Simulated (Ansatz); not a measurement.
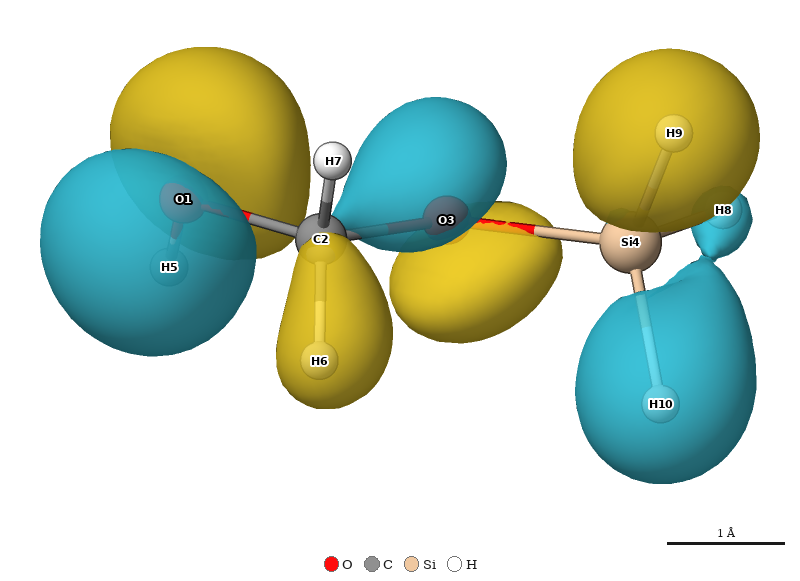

Figure. CH₆O₂Si. The HOMO−1 at ±0.1 Å⁻³ᐟ² (yellow and cyan are the two phases), seen from one side.

Geometry: PBE0-D4/def2-TZVP.

Computed with RKS PBE0-D4/def2-TZVPP (Ansatz).

```xyz
10

O     0.8637    1.1060   -1.8330
C     0.5457    0.8291   -0.5179
O    -0.1327   -0.3987   -0.4326
Si   -0.5627   -1.1224    0.9812
H     0.0454    1.1701   -2.3347
H    -0.0859    1.6169   -0.0782
H     1.4977    0.7830    0.0221
H    -1.2338   -2.3890    0.6136
H     0.6363   -1.3905    1.8222
H    -1.4907   -0.2556    1.7605
```

> Describe this orbital and give its energy.

By Hirshfeld shares it lies mainly on O1 (about 55 %), O3 (about 15 %), Si4 (about 10 %) and C2 (about 5 %). Its energy is −8.92 eV.
